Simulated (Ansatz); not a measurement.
BrClHNSi

Input

```
crystal:
  periodic: [false, false, false]
  atoms:
    - symbol: Br
      position_ang: [-0.970641, 0.797757, 0.953612]
    - symbol: Cl
      position_ang: [-3.716380, -1.003616, -0.181918]
    - symbol: N
      position_ang: [-4.341846, 1.502591, 1.578884]
    - symbol: Si
      position_ang: [-3.185148, 0.621912, 0.922032]
    - symbol: H
      position_ang: [-4.123082, 2.323494, 2.138374]
basis:
  gaussian:
    orbitals: def2-TZVPD
output:
  forces: true
  orbitals: {seedname: orbitals}
hamiltonian:
  xc: pbe0
```

Command:

```sh
ansatz run input.yaml --threads 2 --pin off --max-ram 4350MiB --events-out events.jsonl --progress --plain --runs-dir runs
```

Geometry: B3LYP/6-31G*.

Level of theory: isolated molecule in a Gaussian basis; Kohn-Sham density functional theory, functional PBE0 in Ansatz.

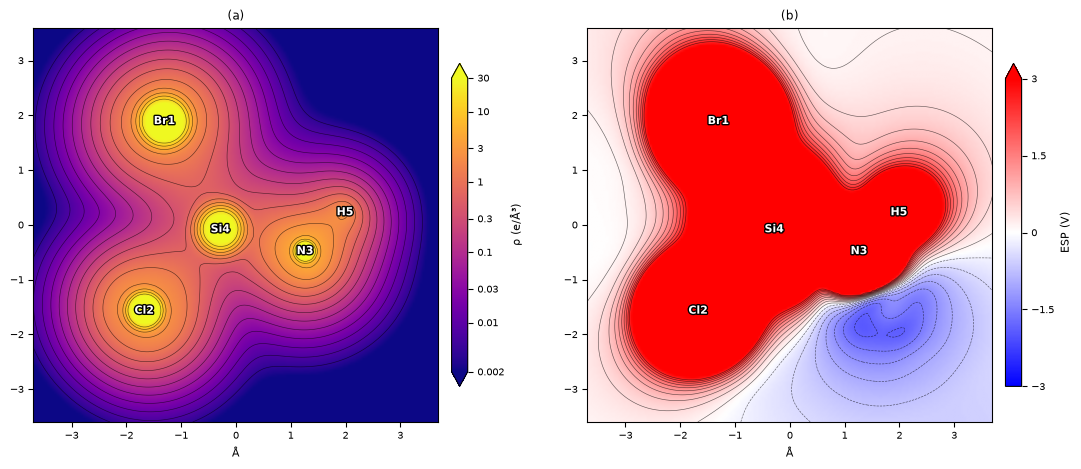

Figure 1. (a) electron density; (b) molecular electrostatic potential on the molecular plane.

### Interpret the plot.

- The plane passes through Br, Cl, N, Si and H nuclei.
- Si–N (1.60 Å): ρ at the midpoint is about 1.4 e/Å³.
- Si–Cl (2.04 Å): the density is about 0.94 e/Å³ at the midpoint.
- Si–Br (2.22 Å): the density is about 0.78 e/Å³ at the midpoint, with its minimum of 0.62 e/Å³ about 0.8 Å from Si.
- N–H (1.02 Å): ρ is about 2.8 e/Å³ halfway.
- Outside the dense part of the molecule the potential is most negative (−1.9 V) near N3.

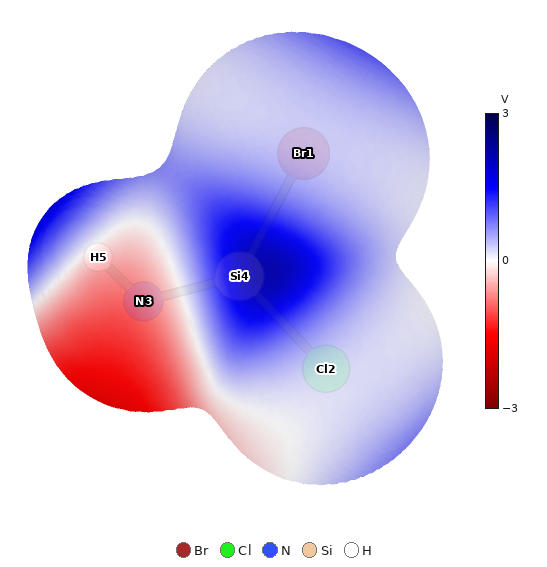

Figure 2. The molecular electrostatic potential painted on the density surface at 0.002 e/bohr³, seen across its widest extent; the colour scale runs from red (negative) to blue (positive).

### Describe the electrostatic potential map.

The most negative region (about −1.7 V) lies over N3, the most positive (about +2.1 V) over Si4. Br1 shows a σ-hole: about +1.0 V at the tip opposite its bond, against about +0.2 V on its flanks. Cl2 shows a σ-hole: about +0.7 V at the tip opposite its bond, against about +0.1 V on its flanks. N3 is the likeliest acceptor of a hydrogen bond.

### How polar is the molecule by this calculation?

Its dipole moment is 1.86 D.

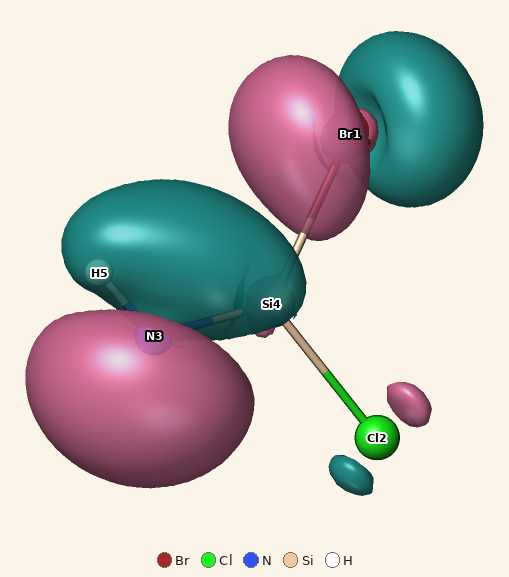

Figure 3. The HOMO−1 at ±0.08 Å⁻³ᐟ² (teal and pink are the two phases), seen at a tilt.

### What is the character of this orbital?

It lies mainly on N3 (about 65 %), Br1 (about 15 %) and Si4 (about 15 %); it is symmetric in the molecular plane (an in-plane orbital: σ, lone-pair or in-plane π type). Its energy is −8.22 eV.

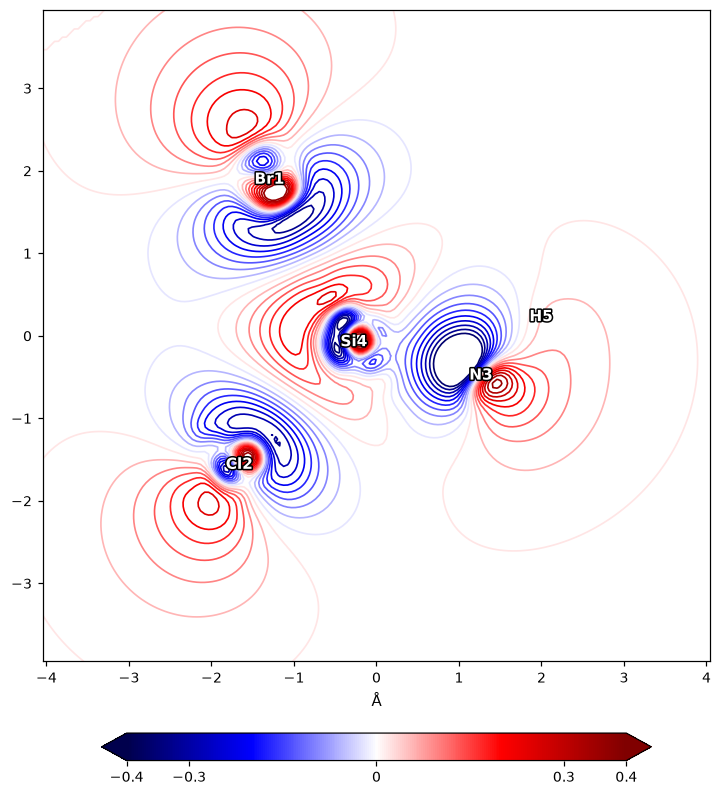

Figure 4. The LUMO on the molecular plane (values in Å⁻³ᐟ²; the overall sign is arbitrary).

### Describe this orbital and give its energy.

It lies mainly on Si4 (about 40 %), Br1 (about 25 %), Cl2 (about 15 %) and N3 (about 10 %); it is symmetric in the molecular plane (an in-plane orbital: σ, lone-pair or in-plane π type). Its energy is −2.04 eV.
